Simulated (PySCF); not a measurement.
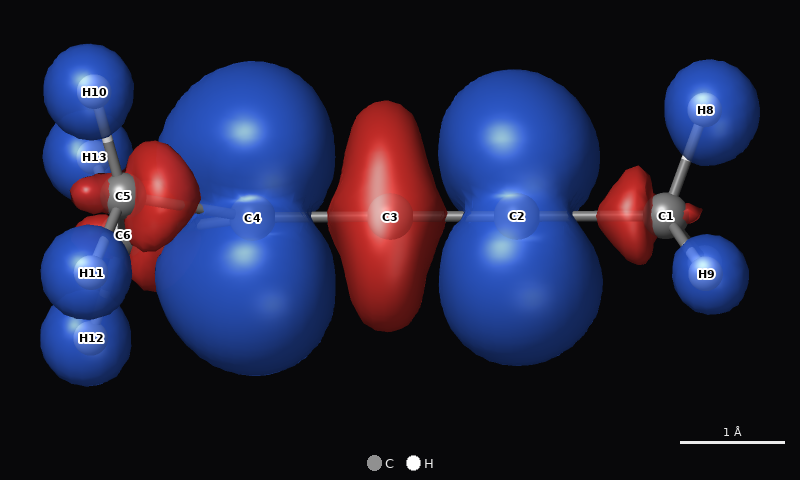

C6H7 (doublet). Isosurfaces of the spin density at +0.015 (blue) and −0.015 e/Å³ (red), seen from one side.

Geometry: GFN2-xTB.

These are results of PySCF, UKS B3LYP, pcH-1 on C H, non-relativistic, mean-field spin-orbit, GIAO, not measurements.

```xyz
13

C     3.0398   -0.1952    0.1457
C     1.6036   -0.0963    0.0810
C     0.3832   -0.0195    0.0236
C    -0.9453    0.0730   -0.0324
C    -2.1317    0.6733   -0.6420
C    -2.2529   -0.3940    0.4269
H     3.3392   -0.7767    1.0187
H     3.4287   -0.6852   -0.7502
H     3.4863    0.7990    0.2128
H    -2.3820    0.4155   -1.6649
H    -2.3910    1.6949   -0.3880
H    -2.5961   -0.1041    1.4133
H    -2.5861   -1.3842    0.1378
```

### Where is the unpaired spin?

The unpaired spin (1 electron) lies mostly on C4 (about 0.4) and C2 (about 0.3), in electrons by Hirshfeld's partition.
